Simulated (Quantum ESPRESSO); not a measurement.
## MnS: magnetocrystalline anisotropy

Wanted: the anisotropy energy of MnS and its cost.

Method: PBE; plane waves with PseudoDojo 0.4.1 SR PBE standard potentials, then spin–orbit coupling on the fully relativistic files of the same set, in Quantum ESPRESSO 7.5.

## Step 1: The structure

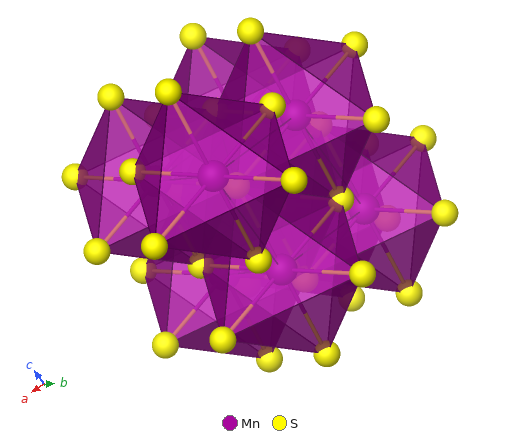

The cell as given, slightly off an axis (manganese purple, sulfur yellow). Some periodic images of atoms are drawn too.

Structure file:

```cif
data_structure
_symmetry_space_group_name_H-M 'R-3m:H'
_symmetry_Int_Tables_number 166
_cell_length_a 3.6600
_cell_length_b 3.6600
_cell_length_c 8.9128
_cell_angle_alpha 90.000
_cell_angle_beta 90.000
_cell_angle_gamma 120.000
_cell_volume 103.40
loop_
_atom_site_label
_atom_site_type_symbol
_atom_site_symmetry_multiplicity
_atom_site_Wyckoff_symbol
_atom_site_fract_x
_atom_site_fract_y
_atom_site_fract_z
_atom_site_occupancy
Mn1 Mn 3 a 0.00000 0.00000 0.00000 1
S1 S 3 b 0.33333 0.66667 0.16667 1
```

The cell comes from Materials Project 2023-11-01, a database of computed structures, and need not be the stable phase.

## Step 2: Collinear run on scalar-relativistic files

File pw.in:

```
&CONTROL
  calculation = 'scf'
  prefix = 'pwscf'
  outdir = './tmp'
  pseudo_dir = './pseudo'
  disk_io = 'low'
/
&SYSTEM
  ibrav = 0
  celldm(1) = 8
  nat = 4
  ntyp = 3
  ecutwfc = 96
  nbnd = 30
  occupations = 'smearing'
  smearing = 'fd'
  degauss = 0.00734986
  nspin = 2
  starting_magnetization(1) = 0.3
  starting_magnetization(2) = -0.3
  starting_magnetization(3) = 0
/
&ELECTRONS
  conv_thr = 8d-11
  electron_maxstep = 150
  mixing_beta = 0.3
/
ATOMIC_SPECIES
Mn1    54.9380 Mn.upf
Mn2    54.9380 Mn.upf
S      32.0600 S.upf
CELL_PARAMETERS alat
   0.4322739093812    0.2495734579625    1.4035564157612
  -0.4322739093812    0.2495734579625    1.4035564157612
   0.0000000000000   -0.4991469159013    1.4035564157612
ATOMIC_POSITIONS crystal
Mn1     0.0000000000    0.0000000000    0.0000000000
Mn2     0.5000000000    0.5000000000    0.5000000000
S       0.7499995500    0.7499995500    0.7499995500
S       0.2500004500    0.2500004500    0.2500004500
K_POINTS automatic
8 8 8 0 0 0
```

Run with:

```
$ OMP_NUM_THREADS=1 mpirun -n 4 pw.x -nk 4 -in pw.in > pw.out
```

Numbers of over 12 decimals in the logs are rounded to 6 here.

Log:

```text
Program PWSCF v.7.5 starts

     Message from routine setup:
     using ibrav=0 with symmetry is DISCOURAGED, use correct ibrav instead

     K-points division:     npool     =       4
     Subspace diagonalization in iterative solution of the eigenvalue problem:

     G-vector sticks info
     --------------------
     sticks:   dense  smooth     PW     G-vecs:    dense   smooth      PW
     Sum        2419    2419    725                59075    59075    9753

     Using Slab Decomposition

     bravais-lattice index     =            0
     lattice parameter (alat)  =       8.0000  a.u.
     unit-cell volume          =     465.1666 (a.u.)^3
     number of atoms/cell      =            4
     number of atomic types    =            3
     number of electrons       =        42.00
     number of Kohn-Sham states=           30
     kinetic-energy cutoff     =      96.0000  Ry
     charge density cutoff     =     384.0000  Ry
     scf convergence threshold =      8.0E-11
     mixing beta               =       0.3000
     number of iterations used =            8  plain     mixing
     Exchange-correlation= PBE
                           (   1   4   3   4   0   0   0)

     celldm(1)=   8.000000  celldm(2)=   0.000000  celldm(3)=   0.000000
     celldm(4)=   0.000000  celldm(5)=   0.000000  celldm(6)=   0.000000

     crystal axes: (cart. coord. in units of alat)
               a(1) = (   0.432274   0.249573   1.403556 )
               a(2) = (  -0.432274   0.249573   1.403556 )
               a(3) = (   0.000000  -0.499147   1.403556 )

     reciprocal axes: (cart. coord. in units 2 pi/alat)
               b(1) = (  1.156674  0.667806  0.237492 )
               b(2) = ( -1.156674  0.667806  0.237492 )
               b(3) = ( -0.000000 -1.335612  0.237492 )

     PseudoPot. # 1 for Mn read from file:
     Mn.upf
     Pseudo is Norm-conserving + core correction, Zval = 15.0
     Generated using ONCVPSP code by D. R. Hamann
     Using radial grid of 1464 points,  6 beta functions with:
                l(1) =   0
                l(2) =   0
                l(3) =   1
                l(4) =   1
                l(5) =   2
                l(6) =   2

     PseudoPot. # 2 for Mn read from file:
     Mn.upf
     Pseudo is Norm-conserving + core correction, Zval = 15.0
     Generated using ONCVPSP code by D. R. Hamann
     Using radial grid of 1464 points,  6 beta functions with:
                l(1) =   0
                l(2) =   0
                l(3) =   1
                l(4) =   1
                l(5) =   2
                l(6) =   2

     PseudoPot. # 3 for S  read from file:
     S.upf
     Pseudo is Norm-conserving + core correction, Zval =  6.0
     Generated using ONCVPSP code by D. R. Hamann
     Using radial grid of 1146 points,  6 beta functions with:
                l(1) =   0
                l(2) =   0
                l(3) =   1
                l(4) =   1
                l(5) =   2
                l(6) =   2

     atomic species   valence    mass     pseudopotential
     Mn1              15.00    54.93800     Mn( 1.00)
     Mn2              15.00    54.93800     Mn( 1.00)
     S                 6.00    32.06000     S ( 1.00)

     Starting magnetic structure
     atomic species   magnetization
     Mn1             0.300
     Mn2            -0.300
     S               0.000

     12 Sym. Ops., with inversion, found

   Cartesian axes

     site n.     atom                  positions (alat units)
         1        Mn1    tau(   1) = (   0.0000000   0.0000000   0.0000000  )
         2        Mn2    tau(   2) = (   0.0000000   0.0000000   2.1053346  )
         3        S      tau(   3) = (   0.0000000   0.0000000   3.1580000  )
         4        S      tau(   4) = (  -0.0000000   0.0000000   1.0526692  )

     number of k points=    65  Fermi-Dirac smearing, width (Ry)=  0.0073
                       cart. coord. in units 2pi/alat
        k(    1) = (   0.0000000   0.0000000   0.0000000), wk =   0.0019531
        k(    2) = (  -0.0000000  -0.1669515   0.0296865), wk =   0.0117188
        k(    3) = (  -0.0000000  -0.3339030   0.0593730), wk =   0.0117188
        k(    4) = (  -0.0000000  -0.5008545   0.0890595), wk =   0.0117188
        k(    5) = (   0.0000000   0.6678061  -0.1187460), wk =   0.0058594
        [... 60 further k-points ...]

     Dense  grid:    59075 G-vectors     FFT dimensions: (  75,  75,  75)

     Generating pointlists ...
     new r_m :   0.2517 (alat units)  2.0135 (a.u.) for type    1
     new r_m :   0.2517 (alat units)  2.0135 (a.u.) for type    2
     new r_m :   0.2517 (alat units)  2.0135 (a.u.) for type    3

     Initial potential from superposition of free atoms

     starting charge      41.9989, renormalised to      42.0000
     Starting wfcs are   28 randomized atomic wfcs +    2 random wfcs

     Self-consistent Calculation

     iteration #  1     ecut=    96.00 Ry     beta= 0.30
     Davidson diagonalization with overlap
     ethr =  1.00E-02,  avg # of iterations =  5.1

     Threshold (ethr) on eigenvalues was too large:
     Diagonalizing with lowered threshold

     Davidson diagonalization with overlap
     ethr =  3.36E-04,  avg # of iterations =  2.3

     total energy              =    -479.97128315 Ry
     estimated scf accuracy    <       0.13841844 Ry

     total magnetization       =    -0.00 Bohr mag/cell
     absolute magnetization    =     8.81 Bohr mag/cell

     iteration #  2     ecut=    96.00 Ry     beta= 0.30
     Davidson diagonalization with overlap
     ethr =  3.30E-04,  avg # of iterations =  1.4

     total energy              =    -479.99159165 Ry
     estimated scf accuracy    <       0.05247827 Ry

     total magnetization       =    -0.00 Bohr mag/cell
     absolute magnetization    =     8.83 Bohr mag/cell

     iteration #  3     ecut=    96.00 Ry     beta= 0.30
     Davidson diagonalization with overlap
     ethr =  1.25E-04,  avg # of iterations =  3.1

     total energy              =    -480.00036635 Ry
     estimated scf accuracy    <       0.00834065 Ry

     total magnetization       =    -0.00 Bohr mag/cell
     absolute magnetization    =     8.83 Bohr mag/cell

     [... further iterations left out ...]

     iteration #  9     ecut=    96.00 Ry     beta= 0.30
     Davidson diagonalization with overlap
     ethr =  3.87E-10,  avg # of iterations =  2.2

     total energy              =    -480.00200543 Ry
     estimated scf accuracy    <       0.00000005 Ry

     total magnetization       =    -0.00 Bohr mag/cell
     absolute magnetization    =     8.90 Bohr mag/cell

     iteration # 10     ecut=    96.00 Ry     beta= 0.30
     Davidson diagonalization with overlap
     ethr =  1.21E-10,  avg # of iterations =  3.3

     total energy              =    -480.00200548 Ry
     estimated scf accuracy    <          5.7E-09 Ry

     total magnetization       =    -0.00 Bohr mag/cell
     absolute magnetization    =     8.90 Bohr mag/cell

     iteration # 11     ecut=    96.00 Ry     beta= 0.30
     Davidson diagonalization with overlap
     ethr =  1.36E-11,  avg # of iterations =  2.2

     total energy              =    -480.00200548 Ry
     estimated scf accuracy    <          3.4E-09 Ry

     total magnetization       =    -0.00 Bohr mag/cell
     absolute magnetization    =     8.90 Bohr mag/cell

     iteration # 12     ecut=    96.00 Ry     beta= 0.30
     Davidson diagonalization with overlap
     ethr =  8.04E-12,  avg # of iterations =  2.0

     Magnetic moment per site  (integrated on atomic sphere of radius R)
     atom   1 (R=0.252)  charge= 13.1873  magn=  4.1525
     atom   2 (R=0.252)  charge= 13.1873  magn= -4.1525
     atom   3 (R=0.252)  charge=  4.6339  magn=  0.0000
     atom   4 (R=0.252)  charge=  4.6339  magn=  0.0000

     End of self-consistent calculation

     Number of k-points >= 100: set verbosity='high' to print the bands.

     the Fermi energy is    10.6284 ev

!    total energy              =    -480.00200548 Ry
     estimated scf accuracy    <          2.6E-11 Ry
     smearing contrib. (-TS)   =      -0.00008639 Ry
     internal energy E=F+TS    =    -480.00191909 Ry

     The total energy is F=E-TS. E is the sum of the following terms:
     one-electron contribution =    -251.50177383 Ry
     hartree contribution      =     143.15878731 Ry
     xc contribution           =     -86.31202090 Ry
     ewald contribution        =    -285.34691168 Ry

     total magnetization       =    -0.00 Bohr mag/cell
     absolute magnetization    =     8.90 Bohr mag/cell

     convergence has been achieved in  12 iterations

=------------------------------------------------------------------------------=
   JOB DONE.
=------------------------------------------------------------------------------=
```

Run time: 5.1 min. Hardware: 4 MPI ranks of Intel Xeon Platinum 8375C at 2.90GHz (Ice Lake), shared host; peak memory 1.3 GiB; 20 min of CPU time.

Spin moment in the atom's sphere by atom:

| atom | spin moment in the atom's sphere (μB) |
| --- | --- |
| Mn1 | 4.15 |
| Mn2 | -4.15 |
| S3 | 0.00 |
| S4 | 0.00 |

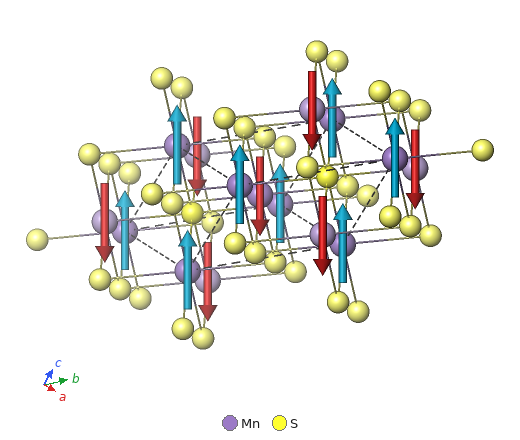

Spin moment in the atom's sphere as arrows, the longest 4.15 μB. Up and down stand for the sign. Arrows give size and sign along the axis of quantisation, drawn up and down the page. The two directions have two colours. Some periodic images of atoms are drawn too.

Numbers from this step:

| Property | Result |
| --- | --- |
| smearing term TS | 0.001175 eV |
| magnetization | 0 μB |
| absolute magnetization | 8.905 μB |
| final state | antiferromagnetic |

## Step 3: One pass along [001] on 6×6×6

Each pass runs in a folder of its own that holds a copy of a collinear save from that input. The collinear spin density is turned to the axis, and its potential is diagonalised once with spin–orbit coupling on fully relativistic PseudoDojo files; the sums over occupied states, with the smearing term, are then compared.

File pass.in:

```
&CONTROL
  calculation = 'nscf'
  prefix = 'pwscf'
  outdir = './tmp'
  pseudo_dir = './pseudo_fr'
  disk_io = 'nowf'
/
&SYSTEM
  ibrav = 0
  celldm(1) = 8
  nat = 4
  ntyp = 3
  ecutwfc = 96
  nbnd = 60
  occupations = 'smearing'
  smearing = 'fd'
  degauss = 0.00734986
  noncolin = .true.
  lspinorb = .true.
  lforcet = .true.
  starting_magnetization(1) = 0.3
  angle1(1) = 0
  angle2(1) = 0
  starting_magnetization(2) = -0.3
  angle1(2) = 0
  angle2(2) = 0
  starting_magnetization(3) = 0
  angle1(3) = 0
  angle2(3) = 0
/
&ELECTRONS
  conv_thr = 8d-11
  electron_maxstep = 150
  mixing_beta = 0.3
  startingpot = 'file'
  startingwfc = 'random'
  diago_thr_init = 1d-09
  diago_full_acc = .true.
/
ATOMIC_SPECIES
Mn1    54.9380 Mn.upf
Mn2    54.9380 Mn.upf
S      32.0600 S.upf
CELL_PARAMETERS alat
   0.4322739093812    0.2495734579625    1.4035564157612
  -0.4322739093812    0.2495734579625    1.4035564157612
   0.0000000000000   -0.4991469159013    1.4035564157612
ATOMIC_POSITIONS crystal
Mn1     0.0000000000    0.0000000000    0.0000000000
Mn2     0.5000000000    0.5000000000    0.5000000000
S       0.7499995500    0.7499995500    0.7499995500
S       0.2500004500    0.2500004500    0.2500004500
K_POINTS automatic
6 6 6 0 0 0
```

Run with:

```
$ OMP_NUM_THREADS=1 mpirun -n 4 pw.x -nk 4 -in pass.in > pass.out
```

Log:

```text
[banner, memory and clock lines left out]
Program PWSCF v.7.5 starts

     Fixed quantization axis for GGA:     0.000000    0.000000    1.000000
     Message from routine setup:
     using ibrav=0 with symmetry is DISCOURAGED, use correct ibrav instead

     bravais-lattice index     =            0
     lattice parameter (alat)  =       8.0000  a.u.
     unit-cell volume          =     465.1666 (a.u.)^3
     number of atoms/cell      =            4
     number of atomic types    =            3
     number of electrons       =        42.00
     number of Kohn-Sham states=           60
     kinetic-energy cutoff     =      96.0000  Ry
     charge density cutoff     =     384.0000  Ry
     Exchange-correlation= PBE
                           (   1   4   3   4   0   0   0)
     Noncollinear calculation with spin-orbit

     [... lines left out ...]
     PseudoPot. # 1 for Mn read from file:
     Mn.upf
     Pseudo is Norm-conserving + core correction, Zval = 15.0

     PseudoPot. # 2 for Mn read from file:
     Mn.upf
     Pseudo is Norm-conserving + core correction, Zval = 15.0

     PseudoPot. # 3 for S  read from file:
     S.upf
     Pseudo is Norm-conserving + core correction, Zval =  6.0

     atomic species   valence    mass     pseudopotential
     Mn1              15.00    54.93800     Mn( 1.00)
     Mn2              15.00    54.93800     Mn( 1.00)
     S                 6.00    32.06000     S ( 1.00)

     12 Sym. Ops., with inversion, found

   Cartesian axes

     site n.     atom                  positions (alat units)
         1        Mn1    tau(   1) = (   0.0000000   0.0000000   0.0000000  )
         2        Mn2    tau(   2) = (   0.0000000   0.0000000   2.1053346  )
         3        S      tau(   3) = (   0.0000000   0.0000000   3.1580000  )
         4        S      tau(   4) = (  -0.0000000   0.0000000   1.0526692  )

     number of k points=    32  Fermi-Dirac smearing, width (Ry)=  0.0073

     Dense  grid:    59075 G-vectors     FFT dimensions: (  75,  75,  75)

     Generating pointlists ...
     new r_m :   0.2517 (alat units)  2.0135 (a.u.) for type    1
     new r_m :   0.2517 (alat units)  2.0135 (a.u.) for type    2
     new r_m :   0.2517 (alat units)  2.0135 (a.u.) for type    3
     Message from routine read_rhog:
     some spin components not found

 -----------
Spin angles Theta, Phi (degree) =   0.0000  0.0000
 -----------

     The potential is recalculated from file :
     [... lines left out ...]
     Starting wfcs are random

     Band Structure Calculation
     Davidson diagonalization with overlap

     ethr =  1.00E-09,  avg # of iterations = 55.1

     End of band structure calculation

------
 eband, Ef (eV) =   -577.632431        10.644779
------
     [... lines left out ...]
     the Fermi energy is    10.6448 ev
     (compare with:    10.6284 eV, computed in scf)
```

Run time: 5.7 min. Hardware: 4 MPI ranks; peak memory 0.83 GiB.

(Part 1 of 2 ends here.)

[Logs and program files are shortened in this print: banners, set-up blocks, solver, clock and traceback lines can be left out without a mark of their own.]

[Logs are printed without paths, hosts, clocks, repeated set-up lines and the standing remarks that a program may print on its own settings, such as how far it seeks lower states.]

[Hosts, paths, dates, database ids (printed as entryN), source tags and the programs' standing remarks are cut or masked in the printed files.]

[Where a cell is said to come from a database of computed structures, the database is the Materials Project.]
